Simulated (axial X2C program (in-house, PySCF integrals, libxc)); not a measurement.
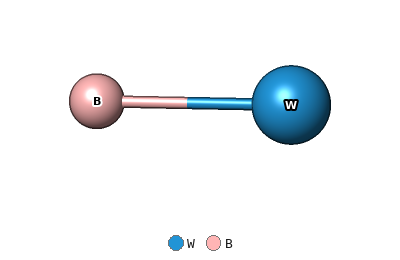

Figure 1. The molecule at the reference distance of 2.102 Å.

# Relativistic diatomic calculation, with input and output: WB

System: WB, single determinant with M_S = 5/2 and |Λ| = 0.
Method: HF, spin-free X2C-1e, W dyall-cv3z, B dyall-v3z (cores contracted) (axial X2C program (in-house, PySCF integrals, libxc)).

## The input
```
{"zs": [74, 5], "q": 0, "bas": ["dyall-cv3z", "dyall-v3z"], "levels": ["PBE0", "HF", "TPSSh"], "cc": true, "r0": 2.22, "thr": -1.0, "nmax": 90, "npts": 10, "nst": 2, "ntry": 6}
```

The line is the task of a batch: nuclear charges, charge, bases, the levels to run, a first guess of the distance and further settings. This report covers HF without spin-orbit coupling. The log is that of the reference distance 2.102 Å.

Hardware: 1 thread of AMD EPYC (Zen 3), 24 GiB of memory available, shared host.

Launched within a batch (the task file carries these settings):
```bash
python <driver script> task.json out
```

## Output
```
spin-free X2C-1e  HF
basis functions 227  fitting functions 1157  grid points 5078
iter        total energy     max residual
   1     -16162.957744987     1.06e+00
   2     -16163.000967598     2.39e-02
   3     -16163.004617764     1.77e-01
   4     -16163.009194631     5.88e-02
   5     -16163.012707060     4.26e-02
   6     -16163.014131554     5.23e-02
   7     -16163.015179942     2.67e-02
   8     -16163.015844871     1.50e-02
   9     -16163.016307047     2.65e-02
  10     -16163.016646135     1.41e-02
  11     -16163.016723764     1.90e-03
  12     -16163.016737484     1.87e-03
  13     -16163.016740052     9.28e-04
  14     -16163.016740570     5.57e-05
  15     -16163.016740657     1.64e-04
  16     -16163.016740674     6.90e-05
  17     -16163.016740677     5.65e-06
  18     -16163.016740677     1.11e-05
  19     -16163.016740677     3.11e-06
  20     -16163.016740677     1.68e-07
converged
one-electron -22373.70907298  Coulomb 6445.08385636  exact exchange -327.53879715  xc functional 0.00000000  nuclear repulsion 93.14727309
correlated 9  virtual 293  natural virtual 90  E(MP2) -0.167910116  MP2 remainder -0.004865150
iter   CCSD correlation   residual
   1     -0.175072850   1.47e-01
   2     -0.184641330   8.56e-02
   3     -0.190616161   5.56e-02
   4     -0.193720014   3.24e-02
   5     -0.195187187   1.50e-02
   6     -0.195379782   6.43e-03
   7     -0.195536276   3.01e-03
   8     -0.195530808   1.22e-03
   9     -0.195539079   5.55e-04
  10     -0.195543042   2.46e-04
  11     -0.195542968   1.03e-04
  12     -0.195544944   3.75e-05
  13     -0.195544787   1.79e-05
  14     -0.195545200   9.12e-06
  15     -0.195545363   3.84e-06
  16     -0.195545463   1.87e-06
  17     -0.195545490   7.42e-07
  18     -0.195545491   2.91e-07
(T) -0.012735303572092576  T1 0.1080  D1 0.2616  max T2 0.125
```

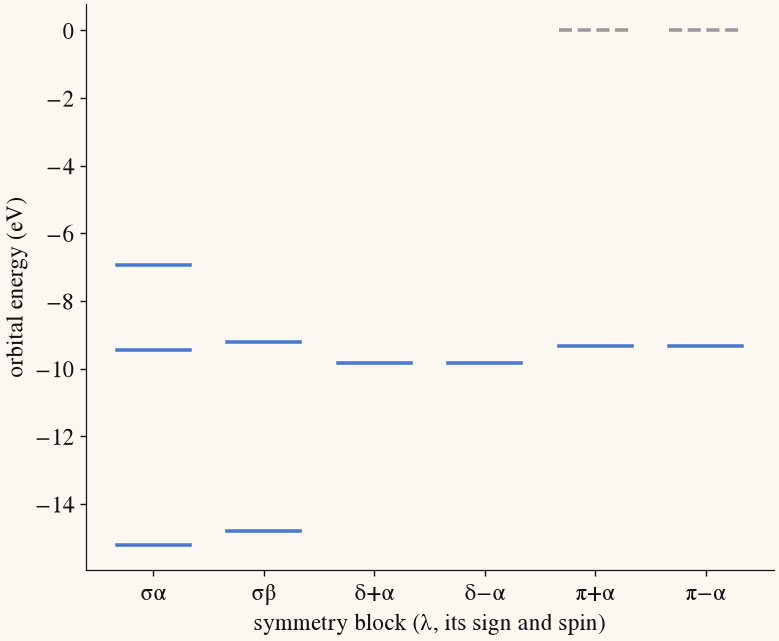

Figure 2. Orbital energies near the frontier at 2.10 Å, filled (solid) and empty (dashed); a label such as π−α means λ = −1 and α spin. The highest filled orbital (σα; 40 % W p, 27 % W s) lies at −6.93 eV, the lowest empty one (π−α; 72 % W p, 18 % B p) at 0.01 eV.

## Outcome

```tsv
quantity	value
outcome	not converged in a step after the SCF shown
largest ⟨S²⟩ along the curve	9.43
wall time	5.7 s
peak memory	0.65 GiB
```

## What went wrong

The SCF whose log is shown converged, but a later step did not. The run therefore gave no full result. Hartree–Fock lacks correlation, so it usually binds too weakly.
